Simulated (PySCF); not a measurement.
CH₆NOSi₂, doublet, SMILES `O=[C]N([SiH3])[SiH3]`.

Level of theory: BP86/cc-pVTZ (PySCF), at a geometry from GFN2-xTB. No frequency check shows the geometry to be a minimum. The stability of the open-shell solution wasn't checked. GFN2-xTB doesn't know the spin state, so this open-shell geometry is rough.

Coordinates in Å:

```
O1       0.2472   -2.2592   -0.0036
C2       0.4687   -1.0921    0.0015
N3      -0.0718    0.0845    0.0117
Si4     -1.7956    0.5047   -0.0012
Si5      1.5475    0.8436   -0.0022
H6      -2.1997    0.5554   -1.4040
H7      -2.4664   -0.5482    0.7509
H8      -1.8340    1.8059    0.6532
H9       2.2380    0.5262    1.2423
H10      2.2191    0.5347   -1.2594
H11      1.2303    2.2854    0.0020
```

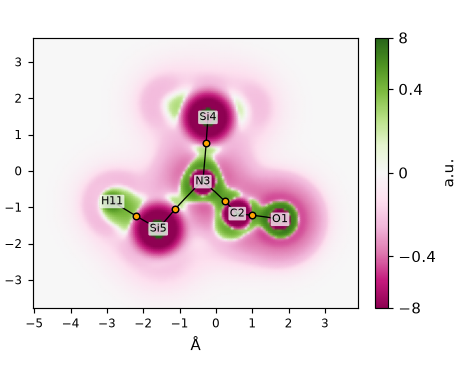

Negative Laplacian of the density (−∇²ρ) in the plane of O1, C2, N3, Si4, Si5 and H11 (green positive, pink negative, colour scale in a.u., logarithmic beyond ±0.04), with bond paths and bond critical points (dots).

> Sort the bonds in the plane by the sign of ∇²ρ at their critical points.

Concentrated (∇²ρ < 0): C2–N3 (−0.93 a.u.). Depleted (∇²ρ > 0): O1–C2 (+0.04 a.u., H = −0.755); Si5–H11 (+0.19 a.u., H = −0.078); N3–Si4 (+0.44 a.u., H = −0.059); N3–Si5 (+0.44 a.u., H = −0.055). A positive Laplacian with clearly negative H marks a strongly polar covalent bond, whose critical point lies close to the core of the less electronegative atom.

> Where along O1–C2 does the critical point lie?

0.78 Å from O1 and 0.41 Å from C2.

Run time: 2.5 min on 1 thread of Intel(R) Xeon(R) Processor @ 2.50GHz (Skylake/Cascade Lake), on a shared host, peak memory 0.86 GiB.
